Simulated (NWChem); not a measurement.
# Run report: GaCl3, geometry relaxation (part 1 of 4)

System: GaCl3, SMILES [Cl][Ga]([Cl])[Cl].
Method: HF/6-31G*, RHF (NWChem 7.3.0).

The geometry comes from this level: PBE0-D4/def2-TZVP.

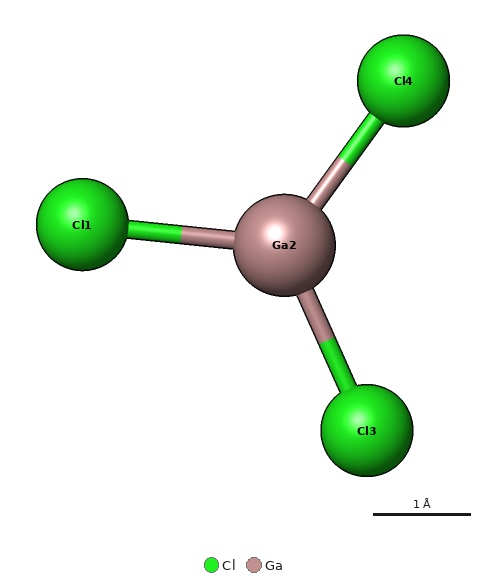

Figure 1. The input geometry (ball-and-stick view, seen on its broad side; atoms are numbered from 1 in the order of the input). Sticks mark near contacts. Bond lengths as drawn: Cl–Ga 2.11 Å.

Input file:
```
start test
memory stack 880 mb heap 220 mb global 1100 mb

geometry units angstrom
 Cl     0.866700     0.371400     1.887500
 Ga     0.013800    -0.015100    -0.005100
 Cl    -0.090300    -1.995000    -0.731600
 Cl    -0.734700     1.578300    -1.171100
end

basis spherical bse
 * library 6-31G*
end

scf
 thresh 1e-07
 maxiter 80
 print low
end

driver
 maxiter 60
end

freq
 temp 3 298.15 400 700
end

task scf optimize
task scf frequencies
```

Run as:
```bash
nwchem test.nw > test.out
```

Log:
```
Northwest Computational Chemistry Package (NWChem) 7.3.0
             --------------------------------------------------------

           Job information
           ---------------

    nwchem branch   = 7.3.0
    use scalapack   = T
    input           = test.nw
    prefix          = test.
    data base       = ./test.db
    status          = startup
    nproc           =        1

           Memory information
           ------------------

    heap     =     28835836 doubles =      220.0 Mbytes
    stack    =    115343361 doubles =      880.0 Mbytes
    global   =    144179200 doubles =     1100.0 Mbytes (distinct from heap & stack)
    total    =    288358397 doubles =     2200.0 Mbytes
    verify   = yes
    hardfail = no

           Directory information
           ---------------------

  0 permanent = .
  0 scratch   = .

                                NWChem Input Module
                                -------------------

 Scaling coordinates for geometry "geometry" by  1.889725989
 (inverse scale =  0.529177249)

 C3H symmetry detected

          ------
          auto-z
          ------
  Looking for out-of-plane bends
  no constraints, skipping    0.0000000000000000
  no constraints, skipping    0.0000000000000000

                             Geometry "geometry" -> ""
                             -------------------------

 Output coordinates in angstroms (scale by  1.889725989 to convert to a.u.)

  No.       Tag          Charge          X              Y              Z
 ---- ---------------- ---------- -------------- -------------- --------------
    1 Cl                  17.0000     2.04172187     0.53859251     0.00000000
    2 Ga                  31.0000    -0.00000000     0.00000000    -0.00000000
    3 Cl                  17.0000    -1.48729573     1.49888675     0.00000000
    4 Cl                  17.0000    -0.55442614    -2.03747926     0.00000000

      Atomic Mass
      -----------

      Cl                34.968850
      Ga                68.925700

 Effective nuclear repulsion energy (a.u.)     521.6582025489

            Nuclear Dipole moment (a.u.)
            ----------------------------
        X                 Y               Z
 ---------------- ---------------- ----------------
    -0.0000000000     0.0000000000    -0.0000000000

      Symmetry information
      --------------------

 Group name             C3h
 Group number             22
 Group order               6
 No. of unique centers     2

      Symmetry unique atoms

     1    2

                                Z-matrix (autoz)
                                --------

 Units are Angstrom for bonds and degrees for angles

      Type          Name      I     J     K     L     M      Value
      ----------- --------  ----- ----- ----- ----- ----- ----------
    1 Stretch                  1     2                       2.11157
    2 Stretch                  2     3                       2.11157
    3 Stretch                  2     4                       2.11157
    4 Bend                     1     2     3               120.00000
    5 Bend                     1     2     4               120.00000
    6 Bend                     3     2     4               120.00000
    7 Torsion                  1     2     3     4        -180.00000
    8 Torsion                  1     2     4     3         180.00000
    9 Torsion                  3     2     1     4         180.00000
   10 Torsion                  1     4     2     3        -180.00000
   11 Torsion                  3     1     2     4        -180.00000
   12 Torsion                  1     3     2     4         180.00000

            XYZ format geometry
            -------------------
     4
 geometry
 Cl                    2.04172187     0.53859251     0.00000000
 Ga                   -0.00000000     0.00000000    -0.00000000
 Cl                   -1.48729573     1.49888675     0.00000000
 Cl                   -0.55442614    -2.03747926     0.00000000

 ==============================================================================
                                internuclear distances
 ------------------------------------------------------------------------------
       center one      |      center two      | atomic units |  angstroms
 ------------------------------------------------------------------------------
    2 Ga               |   1 Cl               |     3.99028  |     2.11157
    3 Cl               |   2 Ga               |     3.99028  |     2.11157
    4 Cl               |   2 Ga               |     3.99028  |     2.11157
 ------------------------------------------------------------------------------
                         number of included internuclear distances:          3
 ==============================================================================

 ==============================================================================
                                 internuclear angles
 ------------------------------------------------------------------------------
        center 1       |       center 2       |       center 3       |  degrees
 ------------------------------------------------------------------------------
    1 Cl               |   2 Ga               |   3 Cl               |   120.00
    1 Cl               |   2 Ga               |   4 Cl               |   120.00
    3 Cl               |   2 Ga               |   4 Cl               |   120.00
 ------------------------------------------------------------------------------
                            number of included internuclear angles:          3
 ==============================================================================

 Summary of "ao basis" -> "" (spherical)
 ------------------------------------------------------------------------------
       Tag                 Description            Shells   Functions and Types
 ---------------- ------------------------------  ------  ---------------------
 *                           6-31G*                   on all atoms

                           NWChem Geometry Optimization
                           ----------------------------

  no constraints, skipping    0.0000000000000000
 maximum gradient threshold         (gmax) =   0.000450
 rms gradient threshold             (grms) =   0.000300
 maximum cartesian step threshold   (xmax) =   0.001800
 rms cartesian step threshold       (xrms) =   0.001200
 fixed trust radius                (trust) =   0.300000
 maximum step size to saddle      (sadstp) =   0.100000
 energy precision                  (eprec) =   1.0D-07
 maximum number of steps          (nptopt) =   60
 initial hessian option           (inhess) =    0
 line search option               (linopt) =    1
 hessian update option            (modupd) =    1
 saddle point option              (modsad) =    0
 initial eigen-mode to follow     (moddir) =    0
 initial variable to follow       (vardir) =    0
 follow first negative mode     (firstneg) =    T
 apply conjugacy                    (opcg) =    F
 source of zmatrix                         =   autoz

          -------------------
          Energy Minimization
          -------------------

 Names of Z-matrix variables
    1              2              3              4              5
    6              7              8              9             10
   11             12

 Variables with the same non-blank name are constrained to be equal

 Using diagonal initial Hessian
 Scaling for Hessian diagonals: bonds = 1.00  angles = 0.25  torsions = 0.10

          --------
          Step   0
          --------

                         Geometry "geometry" -> "geometry"
                         ---------------------------------

 Output coordinates in angstroms (scale by  1.889725989 to convert to a.u.)

  No.       Tag          Charge          X              Y              Z
 ---- ---------------- ---------- -------------- -------------- --------------
    1 Cl                  17.0000     2.04172187     0.53859251     0.00000000
    2 Ga                  31.0000    -0.00000000     0.00000000    -0.00000000
    3 Cl                  17.0000    -1.48729573     1.49888675     0.00000000
    4 Cl                  17.0000    -0.55442614    -2.03747926     0.00000000

      Atomic Mass
      -----------

      Cl                34.968850
      Ga                68.925700

 Effective nuclear repulsion energy (a.u.)     521.6582025489

            Nuclear Dipole moment (a.u.)
            ----------------------------
        X                 Y               Z
 ---------------- ---------------- ----------------
    -0.0000000000     0.0000000000    -0.0000000000

      Symmetry information
      --------------------

 Group name             C3h
 Group number             22
 Group order               6
 No. of unique centers     2

      Symmetry unique atoms

     1    2

                      Basis "ao basis" -> "ao basis" (spherical)
                      -----
  [basis functions not shown]

 Summary of "ao basis" -> "ao basis" (spherical)
 ------------------------------------------------------------------------------
       Tag                 Description            Shells   Functions and Types
 ---------------- ------------------------------  ------  ---------------------
 Cl                          6-31G*                  8       18   4s3p1d
 Ga                          6-31G*                 12       32   5s4p3d

                                 NWChem SCF Module
                                 -----------------

  ao basis        = "ao basis"
  functions       =    86
  atoms           =     4
  closed shells   =    41
  open shells     =     0
  charge          =   0.00
  wavefunction    = RHF
  input vectors   = atomic
  output vectors  = ./test.movecs
  use symmetry    = T
  symmetry adapt  = T

 Forming initial guess at       0.0s

 Starting SCF solution at       0.3s

       Final RHF  results
       ------------------

         Total SCF energy =  -3301.585478355137
      One-electron energy =  -5629.072273198009
      Two-electron energy =   1805.828592293997
 Nuclear repulsion energy =    521.658202548875

        Time for solution =      6.5s

                              NWChem Gradients Module
                              -----------------------

                         RHF ENERGY GRADIENTS

    atom               coordinates                        gradient
                 x          y          z           x          y          z
   1 Cl      3.858295   1.017792   0.000000   -0.005649  -0.001490   0.000000
   2 Ga     -0.000000   0.000000  -0.000000    0.000000   0.000000   0.000000
   3 Cl     -2.810581   2.832485   0.000000    0.004115  -0.004147  -0.000000
   4 Cl     -1.047713  -3.850278   0.000000    0.001534   0.005637   0.000000

  no constraints, skipping    0.0000000000000000

@ ---- ---------------- -------- -------- -------- -------- -------- --------
@    0   -3301.58547836  0.0D+00  0.00584  0.00292  0.00000  0.00000      9.3

                                Z-matrix (autoz)
                                --------

 Units are Angstrom for bonds and degrees for angles

      Type          Name      I     J     K     L     M      Value     Gradient
      ----------- --------  ----- ----- ----- ----- ----- ---------- ----------
    1 Stretch                  1     2                       2.11157   -0.00584
    2 Stretch                  2     3                       2.11157   -0.00584
    3 Stretch                  2     4                       2.11157   -0.00584
    4 Bend                     1     2     3               120.00000    0.00000
    5 Bend                     1     2     4               120.00000    0.00000
    6 Bend                     3     2     4               120.00000   -0.00000
    7 Torsion                  1     2     3     4        -180.00000    0.00000
    8 Torsion                  1     2     4     3         180.00000    0.00000
    9 Torsion                  3     2     1     4         180.00000    0.00000
   10 Torsion                  1     4     2     3        -180.00000    0.00000
   11 Torsion                  3     1     2     4        -180.00000    0.00000
   12 Torsion                  1     3     2     4         180.00000    0.00000

  no constraints, skipping    0.0000000000000000
  no constraints, skipping    0.0000000000000000
  no constraints, skipping    0.0000000000000000
                                 NWChem SCF Module
                                 -----------------

  ao basis        = "ao basis"
  functions       =    86
  atoms           =     4
  closed shells   =    41
  open shells     =     0
  charge          =   0.00
  wavefunction    = RHF
  input vectors   = ./test.movecs
  output vectors  = ./test.movecs
  use symmetry    = T
  symmetry adapt  = T

 Forming initial guess at       9.4s

 Starting SCF solution at       9.4s

       Final RHF  results
       ------------------

         Total SCF energy =  -3301.585648706129
      One-electron energy =  -5625.754208778001
      Two-electron energy =   1804.157519695903
 Nuclear repulsion energy =    520.011040375969

        Time for solution =      4.6s

 Line search:
     step= 1.00 grad=-2.2D-04 hess= 5.1D-05 energy=  -3301.585649 mode=downhill
 new step= 2.16                   predicted energy=  -3301.585718
  no constraints, skipping    0.0000000000000000
  no constraints, skipping    0.0000000000000000
  no constraints, skipping    0.0000000000000000

          --------
          Step   1
          --------

                         Geometry "geometry" -> "geometry"
                         ---------------------------------

 Output coordinates in angstroms (scale by  1.889725989 to convert to a.u.)

  No.       Tag          Charge          X              Y              Z
 ---- ---------------- ---------- -------------- -------------- --------------
    1 Cl                  17.0000     2.05571881     0.54228481     0.00000000
    2 Ga                  31.0000    -0.00000000     0.00000000    -0.00000000
    3 Cl                  17.0000    -1.49749183     1.50916231     0.00000000
    4 Cl                  17.0000    -0.55822698    -2.05144712     0.00000000

      Atomic Mass
      -----------

      Cl                34.968850
      Ga                68.925700

 Effective nuclear repulsion energy (a.u.)     518.1063455427

            Nuclear Dipole moment (a.u.)
            ----------------------------
        X                 Y               Z
 ---------------- ---------------- ----------------
    -0.0000000000     0.0000000000    -0.0000000000

      Symmetry information
      --------------------

 Group name             C3h
 Group number             22
 Group order               6
 No. of unique centers     2

      Symmetry unique atoms

     1    2

                                 NWChem SCF Module
                                 -----------------

  ao basis        = "ao basis"
  functions       =    86
  atoms           =     4
  closed shells   =    41
  open shells     =     0
  charge          =   0.00
  wavefunction    = RHF
  input vectors   = ./test.movecs
  output vectors  = ./test.movecs
  use symmetry    = T
  symmetry adapt  = T

 Forming initial guess at      14.0s

 Starting SCF solution at      14.0s

       Final RHF  results
       ------------------

         Total SCF energy =  -3301.585720743783
      One-electron energy =  -5621.916846111545
      Two-electron energy =   1802.224779825059
 Nuclear repulsion energy =    518.106345542703

        Time for solution =      4.6s

                              NWChem Gradients Module
                              -----------------------
```
